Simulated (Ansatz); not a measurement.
Relaxed AlCo (CsCl type):

```xyz
4
Lattice="5.7042 0.0000 0.0000 0.0000 2.8521 0.0000 0.0000 0.0000 2.8521" Properties=species:S:1:pos:R:3 pbc="T T T"
Al     0.0000     0.0000     0.0000
Al     2.8521     0.0000     0.0000
Co     1.4260     1.4260     1.4260
Co     4.2781     1.4260     1.4260
```

Two-dimensional scan of atom 3 (Co, nearest neighbour Al at 2.470 Å; its periodic images, 2.9 Å or more away, move with it): u runs along (0.707, 0.707, 0.000), v along (0.000, 0.000, 1.000) (Cartesian). Cell and other atoms are fixed.

Calculation: PBE (plane waves to 420 eV, PAW, scalar-relativistic; Ansatz, a quantum-chemistry and plane-wave program). k mesh 7×13×13 (Γ-centred), Fermi-Dirac smearing 0.05 eV. E stands for the smeared free energy. With partly filled bands, energies and forces of such displacements shift with the k mesh and the smearing. Fu and Fv are the components of the force on the atom. AlCo is run without spin polarisation. AlCo was relaxed with its symmetry unable to fall. ΔE is measured from the undisplaced structure. Axes are in Å.

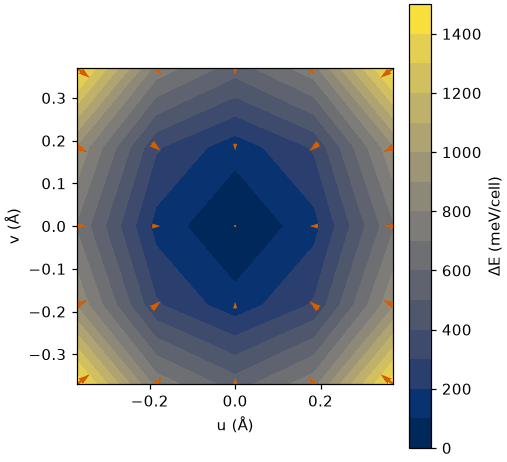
Figure. ΔE (meV/cell) over the plane, with arrows for the in-plane force on the moved atom.

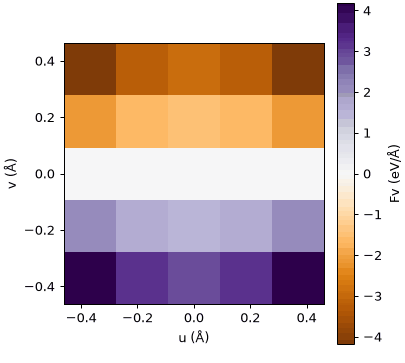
Fv (eV/Å) over the 5×5 grid of computed points.

Highest place on the grid, met at several equal points: u = -0.370 Å, v = -0.370 Å; u = 0.370 Å, v = -0.370 Å; u = -0.370 Å, v = 0.370 Å; u = 0.370 Å, v = 0.370 Å (1471 meV/cell). Lowest place on the grid: u = 0.000 Å, v = 0.000 Å (0 meV/cell). Principal force constants in the plane (five-point differences of the forces): 8.1 and 9.3 eV/Å². Centre of the map: a minimum.

(For displaced atoms, the force is minus the slope of the energy, and its curvature is a force constant, which sets phonon frequencies.)
